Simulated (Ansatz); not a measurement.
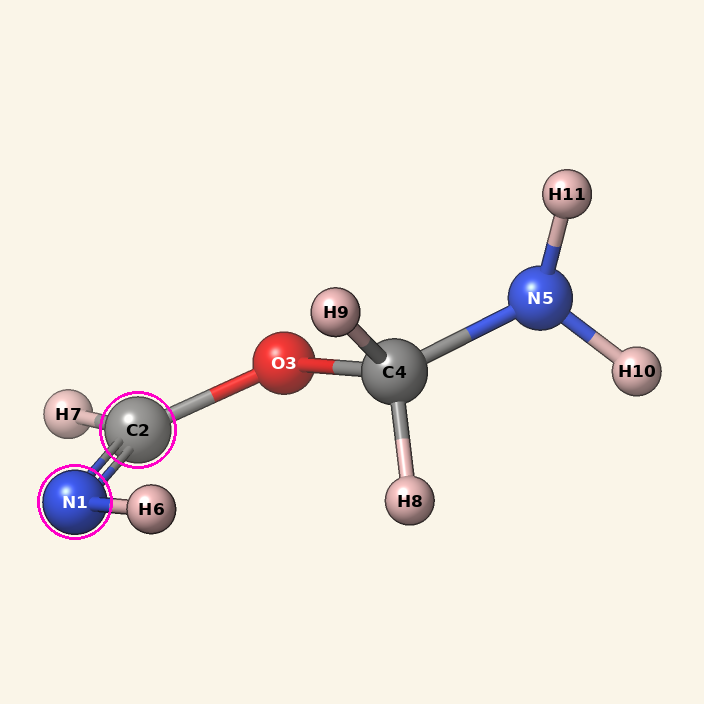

Distant atoms are faded towards the background colour. Circles mark the stereogenic atoms. The geometry was computed by an optimisation with PBE-D4/def2-SVP. No frequency run is at hand to confirm it as a minimum.

**Give the R/S and E/Z labels.**

N1=C2: Z.
